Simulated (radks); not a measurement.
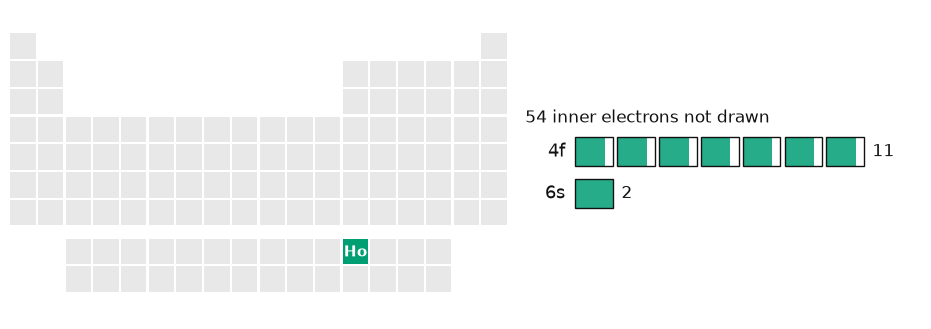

Fig. 1: Left, the place of holmium in the periodic table; right, the outer shells as the input fills them: a box for each of the 2l + 1 orbitals, shaded by the share of the shell that is filled, with the electron count at the right.

# Atomic calculation for Ho

System: Ho, configuration [Xe] 4f11 6s2.
Method: scalar-relativistic Kohn-Sham, r2SCAN, spin-polarised, spherical densities, finite nucleus (radks).

**Input file**
```
Z 67
configuration [Xe] 4f11 6s2
relativity scalar-relativistic
functional r2scan,r2scan
spin polarised
nucleus finite rms 5.2022 fm
c 137.035999084
mixing 0.01
max_iterations 74
```

Energies in input and log are in hartree, lengths in bohr (the nuclear radius in fm).

Hardware: 1 thread of Intel Xeon, 163 GiB of memory available, shared host.

The run was one of a batch that the task file lists, launched with:
```bash
python <driver script> task.json out
```

**Log**
```
1s      1   1.0000       -2042.31525468
2s      1   1.0000        -342.66108170
2p      1   3.0000        -303.47616170
3s      1   1.0000         -77.04364757
3p      1   3.0000         -65.00926918
3d      1   5.0000         -49.73851768
4s      1   1.0000         -15.45136710
4p      1   3.0000         -11.46116833
4d      1   5.0000          -6.05201534
4f      1   7.0000          -0.18119161
5s      1   1.0000          -1.91912369
5p      1   3.0000          -0.99594726
6s      1   1.0000          -0.17845902
1s      2   1.0000       -2042.31520405
2s      2   1.0000        -342.66064379
2p      2   3.0000        -303.47560614
3s      2   1.0000         -76.99216498
3p      2   3.0000         -64.95768000
3d      2   5.0000         -49.69864742
4s      2   1.0000         -15.33288480
4p      2   3.0000         -11.34263208
4d      2   5.0000          -5.93323899
6s      2   1.0000          -1.86491287
Etot 7.545049008509815e+39
Ekin 2.775820437518923e+21
Encl -1.2668800464969907e+22
Eh 7.54504900851016e+39
Exc -3.4439133310590094e+26
err 1.837224372942995e+29
it 8
```

**Outcome**

| quantity | value |
| --- | --- |
| outcome | not converged |
| total energy | 7545049008509815133376203264432472588288.0000 hartree |
| kinetic energy | 2775820437518922809344.0000 hartree |
| electron–nucleus energy | −12668800464969906782208.0000 hartree |
| Hartree energy | 7545049008510159677234793433747263848448.0000 hartree |
| exchange–correlation energy | −344391333105900939437408256.0000 hartree |
| SCF iterations | 8 |

**What went wrong**

A numerical setting was moved from its usual value: mixing factor beta = 0.01. The run did not meet its convergence test in 8 iterations, so its last values are not results.
